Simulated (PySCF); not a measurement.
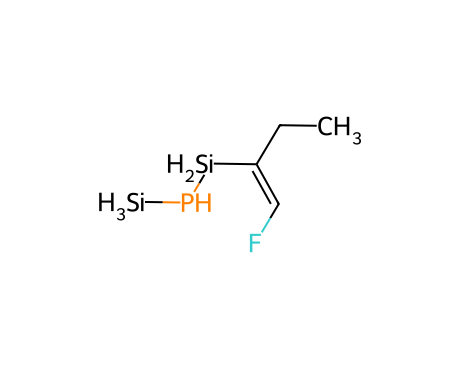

The geometry was computed by an optimisation with GFN2-xTB. No frequency run is at hand to confirm it as a minimum. Method: PBE0/pcSseg-1, gas phase (PySCF 2.14.0).

Q: Estimate the dipole moment.

A: 1.38 D.

Q: What is the HOMO–LUMO gap?

A: 6.74 eV.

Q: Give the HOMO energy (Kohn–Sham orbital) at this level.

A: −7.19 eV.

The geometry is semi-empirical. Around P, Si such bond lengths and angles can be off by a tenth of an ångström or more and by several degrees, and values that hang on the shape move with them.
